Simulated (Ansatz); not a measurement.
**AlNH4 (AlH2(NH2)): RPA@PBE/STO-3G**

Aim: the vertical ionisation energy of AlNH4 (AlH2(NH2)) at RPA@PBE/STO-3G, from 2 runs. 

Program for the calculation: Ansatz 0.2.0.

54 further runs of the same task are left out: 2 that didn't finish, 52 set aside as unsound or not needed.

**1. Starting point**

AlNH4 has 6 atoms, charge 0, and is taken as a singlet. As SMILES, `[H][Al]([H])[NH2]`. The shape comes from GFN2-xTB, which is rough for such elements, and wasn't checked as a minimum.

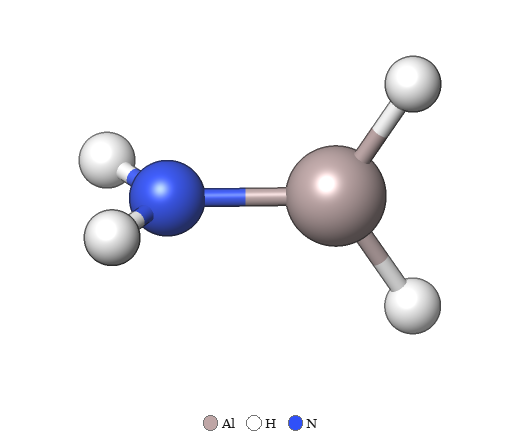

Viewed from a chosen angle; aluminium light grey, hydrogen white, nitrogen blue.

**2. A single-point energy at RPA@PBE/STO-3G**

Input file input.yaml:

```yaml
crystal:
  periodic: [false, false, false]
  atoms:
    - {symbol: Al, position_ang: [0.411220, 0.709780, 0.004090]}
    - {symbol: H, position_ang: [1.951140, 0.754090, 0.040220]}
    - {symbol: H, position_ang: [-0.317540, 2.068550, -0.020570]}
    - {symbol: N, position_ang: [-0.477760, -0.827010, -0.006690]}
    - {symbol: H, position_ang: [-0.803830, -1.337930, -0.819770]}
    - {symbol: H, position_ang: [-0.763230, -1.367490, 0.802720]}
basis:
  gaussian:
    orbitals: STO-3G
hamiltonian:
  xc: {name: PBE}
correlation:
  method: rpa
  frozen_orbitals: {Al: 5, H: 0, "N": 1}
accuracy: high
```

Started as:

```sh
$ ansatz run input.yaml --threads 1 --pin off --max-ram 2610MiB --events-out events.jsonl --progress --plain --runs-dir runs
```

Log:

```text
Warning: RAYON_NUM_THREADS=1 ignored (pool sized by the plan → 1); use --threads N
Functional definition: PBE
  name "PBE"
  parameter kappa = 0.804
  parameter beta = 0.06672455060314922
  exchange = pbe_x(kappa = kappa, mu = beta*pi^2/3)
  correlation = pbe_c(beta = beta)
312 factors; integrals over basis functions are off by at most 1.4e-8 eV
mean field evaluation 1: about -8043.0109 eV, gradient 3.0e1 eV
mean field evaluation 2: about -8042.9711 eV, gradient 3.0e1 eV
mean field evaluation 4: about -8044.9340 eV, gradient 1.5e1 eV
mean field evaluation 8: about -8045.7293 eV, gradient 1.3e-1 eV
mean field evaluation 16: about -8045.7280 eV, gradient 1.9e-6 eV
mean field -8045.72802227 eV, -295.6750512280 hartree, gradient 3.3e-8 eV, S^2 0.000000; 0 other end points of the search recorded, 0 dependent functions left out
6 core orbitals not correlated: weight in the atoms' cores, before any rotation towards them, 0.999 or more for the frozen orbitals, at most 0.000 for the correlated occupied ones
reference -8028.97767553 eV, -295.0594873394 hartree; 6, 6 occupied and 6, 6 virtual orbitals, 312 factors
Total energy: -8033.36750076 eV, -295.2208104409 hartree
```

Run time: 1.1 s. Hardware: 1 thread of Intel Xeon Platinum 8488C (Sapphire Rapids), shared host; peak memory 0.13 GiB.

**3. The doublet cation, same level**

Input file job.yaml:

```yaml
crystal:
  periodic: [false, false, false]
  atoms:
    - symbol: Al
      position_ang: [0.411220, 0.709780, 0.004090]
    - symbol: H
      position_ang: [1.951140, 0.754090, 0.040220]
    - symbol: H
      position_ang: [-0.317540, 2.068550, -0.020570]
    - symbol: N
      position_ang: [-0.477760, -0.827010, -0.006690]
    - symbol: H
      position_ang: [-0.803830, -1.337930, -0.819770]
    - symbol: H
      position_ang: [-0.763230, -1.367490, 0.802720]
basis:
  gaussian:
    orbitals: STO-3G
total_charge: 1
magnetization:
  spin_polarized: true
  initial_magnetization: 1
hamiltonian:
  xc: {name: PBE}
correlation:
  method: rpa
  frozen_orbitals: {Al: 5, H: 0, "N": 1}
accuracy: high
```

Started as:

```sh
$ ansatz run job.yaml --threads 1 --pin off --max-ram 2610MiB --events-out events.jsonl --progress --plain --runs-dir runs
```

Log, shortened:

```text
Warning: RAYON_NUM_THREADS=1 ignored (pool sized by the plan → 1); use --threads N
Functional definition: PBE
  name "PBE"
[...]
312 factors; integrals over basis functions are off by at most 1.4e-8 eV
[...]
mean field -8040.08483593 eV, -295.4676679553 hartree, gradient 2.6e-8 eV, S^2 0.753027; 1 other end points of the search recorded, 0 dependent functions left out
6 core orbitals not correlated: weight in the atoms' cores, before any rotation towards them, 0.999 or more for the frozen orbitals, at most 0.000 for the correlated occupied ones
reference -8023.41238162 eV, -294.8549665602 hartree; 6, 5 occupied and 6, 7 virtual orbitals, 312 factors
Total energy: -8028.66894202 eV, -295.0481415921 hartree
```

Run time: 1.7 s. Hardware: 1 thread of Intel Xeon Platinum 8488C (Sapphire Rapids), shared host; peak memory 0.17 GiB.

**4. Summary of results**

Level: RPA@PBE/STO-3G, 6 core orbitals frozen.

| quantity | value |
| --- | --- |
| singlet AlNH4: total energy | -295.22081 Eh |
| singlet AlNH4: RPA correlation energy (valence) | -161.3 mEh |
| doublet cation: total energy | -295.04814 Eh |
| doublet cation: RPA correlation energy (valence) | -193.2 mEh |
| doublet cation: ⟨S²⟩ of the reference determinant | 0.753 |
| vertical ionisation energy (to the doublet cation) | 4.699 eV |

The vertical ionisation energy comes to 4.70 eV (453 kJ/mol). In a minimal basis such a difference can be off by several eV, whatever the method.
